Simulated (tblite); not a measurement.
# Geometry relaxation of C$_{6}$H$_{9}$OSi (part 1 of 4)

The run: geometry relaxation of C$_{6}$H$_{9}$OSi, multiplicity 2. Method and program: GFN2-xTB geometry optimisation, gas phase (tblite 0.8.0).

It belongs to a series of runs on one base structure; here: H removed from aryl C.

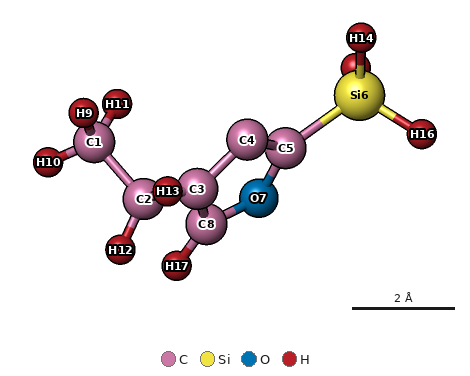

*The structure as given in the input (ball-and-stick view, seen at a tilt; atoms are numbered from 1 in the order of the input).*

Bond lengths as drawn: C–C 1.39 to 1.50 Å, C–H 1.08 to 1.13 Å, C–O 1.29 to 1.32 Å, C–Si 1.84 Å and H–Si 1.47 to 1.48 Å.

Summary:

```json
{"quantity": "outcome", "value": "converged"}
{"quantity": "total energy", "value": "−628.9329 eV"}
{"quantity": "hardware", "value": "1 CPU thread, shared host"}
{"quantity": "peak memory", "value": "0.18 GiB"}
```

Input file:
```
{"job": {"kind": "relax", "xc": "GFN2-xTB", "basis": "xTB"}, "charge": 0, "multiplicity": 2}
C     -2.497200     0.661200     0.506500
C     -1.970700    -0.653300     0.017800
C     -0.543400    -0.421200    -0.340300
C      0.477700    -0.268000     0.585100
C      1.620400    -0.072100    -0.175300
Si     3.279700     0.177800     0.572200
O      1.278800    -0.089400    -1.448900
C      0.010000    -0.289700    -1.608000
H     -2.989000     0.602900     1.517900
H     -3.151600     1.086100    -0.264600
H     -1.637700     1.350000     0.660900
H     -2.552700    -1.085300    -0.809500
H     -1.988500    -1.346500     0.894400
H      3.111100     0.380600     2.031800
H      3.956800     1.364900     0.005200
H      4.081700    -1.039300     0.410500
H     -0.492300    -0.346600    -2.565500
```

The first line tells a small driver script what to run in tblite; the rest is the geometry in Å.

Run as:
```bash
OMP_NUM_THREADS=1 python <driver script> task.json out
```

The program's output:
```
step      E/eV     max force
  0    -628.32005    3.452
  1    -628.61480    0.751
  2    -628.66216    0.443
  3    -628.70448    0.375
  4    -628.71904    0.319
  5    -628.74145    0.326
  6    -628.75233    0.223
  7    -628.75862    0.187
  8    -628.76250    0.148
  9    -628.76734    0.173
 10    -628.77242    0.185
 11    -628.77743    0.152
 12    -628.78194    0.129
 13    -628.78595    0.152
 14    -628.78928    0.151
 15    -628.79205    0.127
 16    -628.79485    0.123
 17    -628.79836    0.139
 18    -628.80282    0.205
 19    -628.80797    0.261
 20    -628.81361    0.236
 21    -628.81977    0.199
 22    -628.82567    0.219
 23    -628.82975    0.140
 24    -628.83238    0.118
 25    -628.83465    0.120
 26    -628.83730    0.185
 27    -628.84069    0.199
 28    -628.84389    0.132
 29    -628.84624    0.127
 30    -628.84814    0.130
 31    -628.85027    0.124
 32    -628.85282    0.108
 33    -628.85535    0.119
 34    -628.85759    0.131
 35    -628.85952    0.177
 36    -628.86247    0.147
 37    -628.86690    0.189
 38    -628.87224    0.209
 39    -628.87718    0.246
 40    -628.88514    0.247
 41    -628.89253    0.206
 42    -628.89767    0.191
 43    -628.89148    0.511
 44    -628.90319    0.153
 45    -628.90550    0.117
 46    -628.91160    0.130
 47    -628.91294    0.096
 48    -628.91459    0.097
 49    -628.91568    0.097
 50    -628.91688    0.086
 51    -628.91839    0.102
 52    -628.91950    0.113
 53    -628.92068    0.109
 54    -628.92205    0.092
 55    -628.92377    0.080
 56    -628.92542    0.090
 57    -628.92668    0.073
 58    -628.92752    0.050
 59    -628.92813    0.047
 60    -628.92855    0.133
 61    -628.92921    0.060
 62    -628.92976    0.033
 63    -628.92998    0.028
 64    -628.93015    0.028
 65    -628.93033    0.028
 66    -628.93052    0.031
 67    -628.93073    0.042
 68    -628.93095    0.040
 69    -628.93114    0.031
 70    -628.93127    0.035
 71    -628.93138    0.034
 72    -628.93149    0.029
 73    -628.93161    0.029
 74    -628.93173    0.023
 75    -628.93182    0.021
 76    -628.93189    0.019
 77    -628.93194    0.017
 78    -628.93198    0.018
 79    -628.93202    0.015
 80    -628.93207    0.017
 81    -628.93212    0.015
 82    -628.93217    0.017
 83    -628.93222    0.016
 84    -628.93227    0.014
 85    -628.93230    0.017
 86    -628.93233    0.015
 87    -628.93236    0.011
 88    -628.93239    0.012
 89    -628.93244    0.021
 90    -628.93251    0.028
 91    -628.93259    0.026
 92    -628.93266    0.017
 93    -628.93271    0.013
 94    -628.93274    0.014
 95    -628.93278    0.014
 96    -628.93281    0.014
 97    -628.93283    0.012
 98    -628.93285    0.014
 99    -628.93288    0.011
100    -628.93290    0.010
```

Trajectory as extended XYZ (Å, eV, eV/Å), 48 of the 101 frames kept, from step=0 to step=100:
```
17
Properties=species:S:1:pos:R:3:forces:R:3 step=0 energy=-628.32005
C    -2.4972    0.6612    0.5065   -0.4710   1.5060   0.8770
C    -1.9707   -0.6533    0.0178    0.2830  -1.1730   0.7640
C    -0.5434   -0.4212   -0.3403   -1.4830  -0.7870  -0.5260
C     0.4777   -0.2680    0.5851    0.7750   0.0560  -1.3290
C     1.6204   -0.0721   -0.1753   -0.6150   0.0080   1.8790
Si    3.2797    0.1778    0.5722    1.0130   0.3050   0.4140
O     1.2788   -0.0894   -1.4489    2.7650   0.5270  -1.9980
C     0.0100   -0.2897   -1.6080   -2.2810  -0.4570   1.3760
H    -2.9890    0.6029    1.5179    0.0830  -0.0030  -1.2340
H    -3.1516    1.0861   -0.2646    0.0060   0.1520   0.5980
H    -1.6377    1.3500    0.6609   -0.6530  -0.2090  -0.1540
H    -2.5527   -1.0853   -0.8095    0.2260   0.1730   0.3050
H    -1.9885   -1.3465    0.8944   -0.0050   0.0640  -0.7980
H     3.1111    0.3806    2.0318   -0.0850  -0.0120  -0.3590
H     3.9568    1.3649    0.0052   -0.1120  -0.2560   0.0360
H     4.0817   -1.0393    0.4105    0.0610   0.0420  -0.1020
H    -0.4923   -0.3466   -2.5655    0.4940   0.0630   0.2500
17
Properties=species:S:1:pos:R:3:forces:R:3 step=2 energy=-628.66216
C    -2.5052    0.6873    0.5212   -0.0080  -0.0400  -0.1100
C    -1.9732   -0.6707    0.0359   -0.3540   0.1870   0.1900
C    -0.5742   -0.4425   -0.3492   -0.0380  -0.4000  -0.0740
C     0.4849   -0.2693    0.5558   -0.0510  -0.1170  -0.3850
C     1.6204   -0.0683   -0.1457    0.2000   0.1530  -0.1470
Si    3.3047    0.1847    0.5830    0.3970   0.0430   0.1670
O     1.3196   -0.0807   -1.4828   -0.1430   0.0350   0.1480
C    -0.0188   -0.2970   -1.5837    0.3030  -0.0520  -0.0080
H    -2.9909    0.6034    1.4901   -0.3120   0.0400  -0.2380
H    -3.1533    1.0921   -0.2487   -0.1680   0.2530   0.2910
H    -1.6523    1.3485    0.6577   -0.1400   0.2000  -0.0120
H    -2.5472   -1.0807   -0.8001   -0.0070   0.0780   0.2150
H    -1.9891   -1.3507    0.8791   -0.0760  -0.3930   0.0070
H     3.1089    0.3806    2.0234   -0.0450   0.0330  -0.0610
H     3.9545    1.3591    0.0053    0.0410  -0.0210  -0.0640
H     4.0841   -1.0386    0.4072    0.1260  -0.0210  -0.1000
H    -0.4801   -0.3452   -2.5584    0.2750   0.0220   0.1800
17
Properties=species:S:1:pos:R:3:forces:R:3 step=4 energy=-628.71904
C    -2.5081    0.6921    0.5194   -0.0630  -0.0050  -0.0100
C    -1.9894   -0.6665    0.0510    0.1550  -0.0990  -0.0640
C    -0.5841   -0.4707   -0.3555    0.2770  -0.0470   0.0180
C     0.4839   -0.2776    0.5316    0.2200  -0.1150   0.1570
C     1.6353   -0.0579   -0.1472   -0.1200   0.0220  -0.0410
Si    3.3306    0.1876    0.5931   -0.0870  -0.0750  -0.1150
O     1.3218   -0.0758   -1.4832    0.0660   0.0770   0.0950
C    -0.0079   -0.3028   -1.5789    0.0400  -0.1210  -0.0530
H    -3.0117    0.6062    1.4708   -0.3050   0.0450   0.0830
H    -3.1654    1.1099   -0.2290   -0.1920   0.2080   0.0120
H    -1.6641    1.3608    0.6565   -0.0410   0.1630   0.0360
H    -2.5489   -1.0753   -0.7861   -0.2360   0.0120   0.0310
H    -1.9949   -1.3747    0.8755   -0.1440  -0.1560   0.0450
H     3.1056    0.3830    2.0195   -0.0180   0.0480   0.1090
H     3.9577    1.3577    0.0007    0.1400   0.0890  -0.0910
H     4.0933   -1.0402    0.4001    0.1680  -0.0480  -0.0760
H    -0.4607   -0.3436   -2.5484    0.1390   0.0000  -0.1360
17
Properties=species:S:1:pos:R:3:forces:R:3 step=6 energy=-628.75233
C    -2.5160    0.6964    0.5190   -0.1030   0.0370   0.0840
C    -1.9883   -0.6718    0.0576    0.0440  -0.0670  -0.0790
C    -0.5743   -0.4951   -0.3564    0.1120   0.0920   0.1120
C     0.4965   -0.2940    0.5295    0.1190  -0.1050   0.1570
C     1.6435   -0.0480   -0.1500   -0.1010  -0.0660   0.1360
Si    3.3421    0.1849    0.5913   -0.0360   0.0360  -0.0740
O     1.3284   -0.0662   -1.4794    0.0950   0.0440  -0.0780
C     0.0044   -0.3162   -1.5797   -0.0180  -0.0590   0.0620
H    -3.0493    0.6117    1.4615   -0.0440   0.0150   0.0020
H    -3.1877    1.1378   -0.2133    0.0330  -0.0470  -0.0300
H    -1.6779    1.3810    0.6588   -0.1510  -0.0400   0.0730
H    -2.5684   -1.0703   -0.7735   -0.1070   0.0240   0.0040
H    -2.0105   -1.4018    0.8745   -0.0930   0.1550  -0.0730
H     3.1023    0.3883    2.0235    0.0400   0.0070  -0.0640
H     3.9708    1.3623   -0.0093    0.0690  -0.0580  -0.0040
H     4.1132   -1.0443    0.3889    0.0830   0.0610  -0.0380
H    -0.4357   -0.3427   -2.5530    0.0580  -0.0260  -0.1890
17
Properties=species:S:1:pos:R:3:forces:R:3 step=9 energy=-628.76734
C    -2.5287    0.6966    0.5233   -0.0190  -0.0450  -0.0340
C    -1.9868   -0.6717    0.0529   -0.0880   0.1380   0.0140
C    -0.5640   -0.4969   -0.3479   -0.1390  -0.0140  -0.0500
C     0.5084   -0.3133    0.5435   -0.0820  -0.0350  -0.1000
C     1.6448   -0.0504   -0.1429    0.0690  -0.0500  -0.0110
Si    3.3454    0.1865    0.5833    0.0840  -0.0050   0.0080
O     1.3352   -0.0602   -1.4766   -0.0640  -0.0660   0.1340
C     0.0103   -0.3254   -1.5779    0.0400   0.0740  -0.0020
H    -3.0711    0.6141    1.4601   -0.0320  -0.0570   0.0120
H    -3.1935    1.1426   -0.2117    0.0070  -0.0720  -0.0650
H    -1.6995    1.3858    0.6700   -0.0400  -0.0030   0.0940
H    -2.5860   -1.0648   -0.7691    0.0550   0.0480  -0.0400
H    -2.0270   -1.3969    0.8684   -0.0220   0.0600   0.0190
H     3.1063    0.3912    2.0165    0.0510   0.0020  -0.0710
H     3.9846    1.3576   -0.0145    0.0510  -0.0250  -0.0230
H     4.1304   -1.0368    0.3798    0.0370   0.0830  -0.0280
H    -0.4159   -0.3459   -2.5671    0.0910  -0.0310   0.1440
17
Properties=species:S:1:pos:R:3:forces:R:3 step=11 energy=-628.77743
C    -2.5424    0.6950    0.5261   -0.0070   0.0430  -0.0320
C    -1.9940   -0.6617    0.0498   -0.0060   0.0090   0.0200
C    -0.5661   -0.4970   -0.3449   -0.0920  -0.0220  -0.0630
C     0.5109   -0.3327    0.5472   -0.0940   0.0500  -0.0740
C     1.6497   -0.0587   -0.1341   -0.0270  -0.0820   0.0040
Si    3.3554    0.1887    0.5769    0.0050  -0.0380  -0.0240
O     1.3386   -0.0609   -1.4662   -0.0060  -0.0900   0.0810
C     0.0155   -0.3267   -1.5724    0.0240   0.1050  -0.0190
H    -3.0897    0.6106    1.4588   -0.0870  -0.0960   0.0100
H    -3.1955    1.1376   -0.2169   -0.0800   0.0100  -0.0890
H    -1.7229    1.3872    0.6884    0.0750   0.0630   0.0790
H    -2.5950   -1.0556   -0.7696    0.0730   0.0490  -0.0930
H    -2.0428   -1.3833    0.8633    0.0140  -0.0580   0.0990
H     3.1151    0.3936    2.0028    0.0460   0.0210   0.0620
H     4.0005    1.3500   -0.0203    0.0620   0.0720  -0.0730
H     4.1479   -1.0223    0.3698    0.0790  -0.0200  -0.0370
H    -0.3924   -0.3517   -2.5687    0.0220  -0.0160   0.1500
17
Properties=species:S:1:pos:R:3:forces:R:3 step=13 energy=-628.78595
C    -2.5552    0.6978    0.5274   -0.0140   0.0730   0.0090
C    -2.0017   -0.6539    0.0492    0.0450  -0.0880   0.0050
C    -0.5726   -0.4984   -0.3466    0.0110   0.0360   0.0560
C     0.5057   -0.3462    0.5460   -0.0150   0.0860   0.0970
C     1.6525   -0.0715   -0.1249   -0.0900  -0.0920   0.0800
Si    3.3651    0.1889    0.5702   -0.0340  -0.0010  -0.0270
O     1.3425   -0.0673   -1.4541    0.0740  -0.0550  -0.0470
C     0.0209   -0.3213   -1.5660   -0.0170   0.0380  -0.0240
H    -3.1116    0.6011    1.4562   -0.0750  -0.0660  -0.0750
H    -3.2023    1.1342   -0.2263   -0.0450   0.0550  -0.0130
H    -1.7393    1.3923    0.7094    0.0240   0.0310   0.0300
H    -2.5975   -1.0440   -0.7757    0.0450   0.0280  -0.0690
H    -2.0553   -1.3754    0.8645    0.0310  -0.0550   0.0380
H     3.1261    0.3971    1.9949    0.0570   0.0230   0.0830
H     4.0180    1.3476   -0.0303    0.0030   0.0450  -0.0620
H     4.1688   -1.0114    0.3584    0.0820  -0.0650  -0.0370
H    -0.3712   -0.3576   -2.5621   -0.0830   0.0080  -0.0440
17
Properties=species:S:1:pos:R:3:forces:R:3 step=15 energy=-628.79205
C    -2.5639    0.7027    0.5275   -0.0040  -0.0300  -0.0070
C    -2.0050   -0.6521    0.0493    0.0210   0.0050  -0.0070
C    -0.5758   -0.4962   -0.3458    0.0280   0.0650   0.0840
C     0.4989   -0.3490    0.5513    0.0390   0.0700   0.0990
C     1.6508   -0.0861   -0.1150    0.0070  -0.0330   0.0570
Si    3.3698    0.1884    0.5643    0.0310   0.0010   0.0250
O     1.3479   -0.0765   -1.4465    0.0040  -0.0420   0.0020
C     0.0235   -0.3147   -1.5624   -0.0240  -0.0450  -0.0150
H    -3.1312    0.5899    1.4497   -0.0480  -0.0110  -0.1140
H    -3.2093    1.1353   -0.2337    0.0400   0.0560   0.0680
H    -1.7484    1.3976    0.7257   -0.0740  -0.0290  -0.0090
H    -2.5949   -1.0344   -0.7848    0.0380   0.0000   0.0050
H    -2.0611   -1.3737    0.8681    0.0300  -0.0070  -0.0680
H     3.1379    0.4009    1.9947    0.0750   0.0090  -0.0080
H     4.0293    1.3489   -0.0412   -0.0800  -0.0390  -0.0200
H     4.1877   -1.0078    0.3484    0.0130   0.0020  -0.0200
H    -0.3633   -0.3611   -2.5594   -0.0950   0.0290  -0.0710
17
Properties=species:S:1:pos:R:3:forces:R:3 step=17 energy=-628.79836
C    -2.5726    0.7045    0.5264   -0.0070  -0.0930  -0.0310
C    -2.0059   -0.6496    0.0485    0.0070   0.1020  -0.0250
C    -0.5755   -0.4880   -0.3396   -0.0100   0.0460   0.0120
C     0.4945   -0.3451    0.5645    0.0450   0.0390  -0.0390
C     1.6503   -0.1030   -0.1020    0.0980   0.0510  -0.0360
Si    3.3759    0.1870    0.5602    0.0630  -0.0420   0.0450
O     1.3527   -0.0898   -1.4377   -0.0810  -0.0480   0.0840
C     0.0237   -0.3119   -1.5593    0.0110  -0.0890   0.0300
H    -3.1548    0.5776    1.4351   -0.0550   0.0130  -0.0350
H    -3.2132    1.1413   -0.2363    0.0660   0.0490   0.0350
H    -1.7621    1.4006    0.7411   -0.0840  -0.0450  -0.0050
H    -2.5888   -1.0253   -0.7940    0.0360  -0.0280   0.0400
H    -2.0638   -1.3732    0.8666    0.0180   0.0130  -0.1100
H     3.1562    0.4055    1.9946    0.0830  -0.0020  -0.0610
H     4.0333    1.3475   -0.0539   -0.1210  -0.0680  -0.0030
H     4.2070   -1.0043    0.3370   -0.0460   0.0580  -0.0010
H    -0.3641   -0.3618   -2.5610   -0.0220   0.0430   0.1000
17
Properties=species:S:1:pos:R:3:forces:R:3 step=19 energy=-628.80797
C    -2.5898    0.7025    0.5238   -0.0590  -0.0150   0.0030
C    -2.0070   -0.6390    0.0450   -0.0010   0.0720  -0.0380
C    -0.5750   -0.4714   -0.3274   -0.0120   0.0020  -0.0270
C     0.4921   -0.3371    0.5830    0.0430   0.0100  -0.1160
C     1.6560   -0.1269   -0.0814    0.0530   0.1140  -0.1070
Si    3.3916    0.1817    0.5564   -0.0170  -0.0700  -0.0030
O     1.3575   -0.1149   -1.4189   -0.0200  -0.0320   0.0150
C     0.0249   -0.3155   -1.5497    0.0770  -0.0740   0.0820
H    -3.2007    0.5581    1.4074   -0.0660   0.0090   0.0890
H    -3.2150    1.1559   -0.2385    0.0340   0.0350  -0.0990
H    -1.7937    1.4022    0.7676   -0.0130  -0.0310   0.0490
H    -2.5769   -1.0119   -0.8058    0.0110  -0.0520  -0.0030
H    -2.0684   -1.3708    0.8542    0.0030   0.0050  -0.0680
H     3.1940    0.4132    1.9893    0.0740  -0.0090  -0.0190
H     4.0310    1.3395   -0.0760   -0.1160  -0.0170  -0.0200
H     4.2373   -0.9939    0.3170   -0.0480   0.0140   0.0120
H    -0.3647   -0.3596   -2.5558    0.0560   0.0390   0.2520
```
